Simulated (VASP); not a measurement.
Energy against volume of Li (bcc). Calculation: PBE GGA with D4 dispersion, VASP's PBE PAW potentials (set 64) (plane waves; VASP).

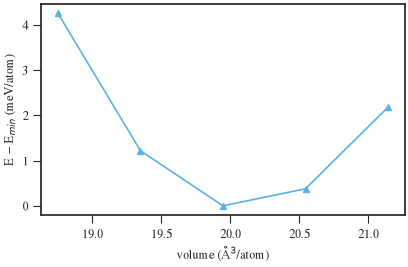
*Energy against volume*

Estimate the equilibrium volume and the bulk modulus.

The minimum lies near 20.1 Å³/atom, and the curvature gives B0 of about 14 GPa.

Measured: bulk modulus 13.8 GPa at 0 K (computed value off by +1.3 %), as given by H. Levämäki et al., Physical Review B (2014), arXiv:1402.3671 [corrected for temperature and zero-point phonon effects]; a 3.449 Å at 0 K (computed value off by -0.7 %), as given by Gábor I. Csonka et al., Physical Review B (2009), arXiv:0903.4037 [low-temperature or extrapolated to 0 K; zero-point anharmonic expansion removed].

The compound is Li in the bcc structure. It was relaxed first, which changed the volume by -5 %.
